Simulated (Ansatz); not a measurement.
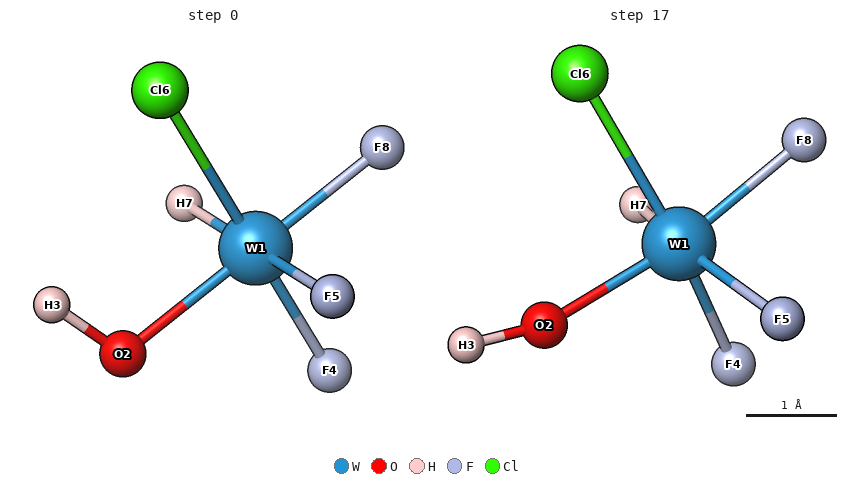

The structure of WH2OClF3 before (left) and after (right) a relaxation, at one scale.

The picture is a ball-and-stick view, seen at a tilt.

The run prepares the start of a later molecular dynamics calculation, from a guessed geometry.

Level of theory: RHF/def2-SVP in Ansatz.

The input:
```yaml
crystal:
  periodic: [false, false, false]
  atoms:
    - { symbol: W, position_ang: [0.0, 0.0, 0.0] }
    - { symbol: O, position_ang: [0.0, 0.0, 1.94] }
    - { symbol: H, position_ang: [-0.9095, -0.2814, 2.2771] }
    - { symbol: F, position_ang: [1.85, 0.0, 0.0] }
    - { symbol: F, position_ang: [0.0, 1.85, 0.0] }
    - { symbol: Cl, position_ang: [-2.39, 0.0, 0.0] }
    - { symbol: H, position_ang: [0.0, -1.72, 0.0] }
    - { symbol: F, position_ang: [0.0, 0.0, -1.85] }
basis:
  gaussian: { orbitals: def2-SVP }
hamiltonian:
  xc: hf
relax:
  f_tol: 0.02
  max_steps: 40
```

Run as
```bash
ansatz run input.yaml --threads 2 --pin off --max-ram 3072MiB --backend cpu --events-out ev --progress --plain --runs-dir out
```

Question: Describe what moved and what it gained.

Answer: The largest move after the best rigid fit is that of H3, 0.48 Å. Largest moves by element: H 0.48 Å, Cl 0.43 Å, F 0.42 Å, O 0.35 Å, W 0.15 Å. Some distances before and after: W1–O2 1.940 → 1.803 Å, W1–Cl6 2.390 → 2.308 Å, O2–H3 1.010 → 0.946 Å, W1–H7 1.720 → 1.677 Å. Bond angles that change, for instance: W1–O2–H3 109.5° → 163.0°, F5–W1–Cl6 90.0° → 118.1°, F5–W1–H7 180.0° → 152.2°. The energy falls by 23.6 kcal/mol in 17 geometry steps. The largest force component goes from 3.1 to 0.018 eV/Å.

Limits of the set-up: Hartree-Fock leaves out electron correlation.
